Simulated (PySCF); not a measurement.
Input file:

```
{"job": {"kind": "sp", "xc": "PBE0", "basis": "ma-def2-TZVP", "d3": "d3bj", "grid": 2}, "charge": -1, "multiplicity": 1}
C     -0.871635    -0.307462     0.239685
Al     0.694570     0.117381    -0.573138
Cl     2.344137    -1.229025    -1.087422
Cl     1.309517     2.108618    -1.238589
H     -1.130352    -1.325029     0.559554
H     -1.645612     0.443625     0.446239
```

Launched as:

```sh
OMP_NUM_THREADS=1 python redox_run.py task.json out
```

Geometry: PBE0-D3(BJ)/ma-def2-SVP.

These are results of DFT single point, gas phase, functional PBE0 (PySCF 2.14.0, density-fitted response routines), not measurements.

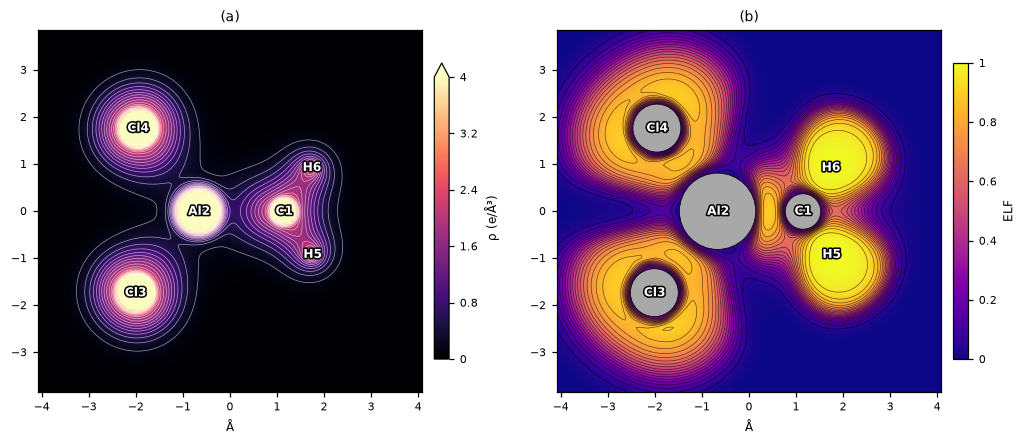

CH$_{2}$AlCl$_{2}$ (SMILES [CH2-][Al]([Cl])[Cl]) (charge −1). (a) electron density; (b) ELF on the molecular plane. Grey discs cover the atomic cores in the ELF map.

### What does the map show?

- Atoms in the plane: C, Al, Cl and H.
- C–Al (1.81 Å): the density is about 0.83 e/Å³ at the midpoint; the ELF peaks at about 0.90 between the atoms (a polar covalent bond).
- Al–Cl (2.19 Å): the density is about 0.62 e/Å³ at the midpoint; the ELF peaks at about 0.85 in the valence shell of Cl, 0.9 Å from its nucleus, and is about 0.80 at the midpoint.
- C–H (1.10 Å): the density is about 1.9 e/Å³ at the midpoint; the ELF climbs to about 1 towards the hydrogen, as it does in any bond to H; an ordinary covalent bond to hydrogen.
- The ELF also peaks beside Cl3 and Cl4, away from the bonds: lone-pair regions.
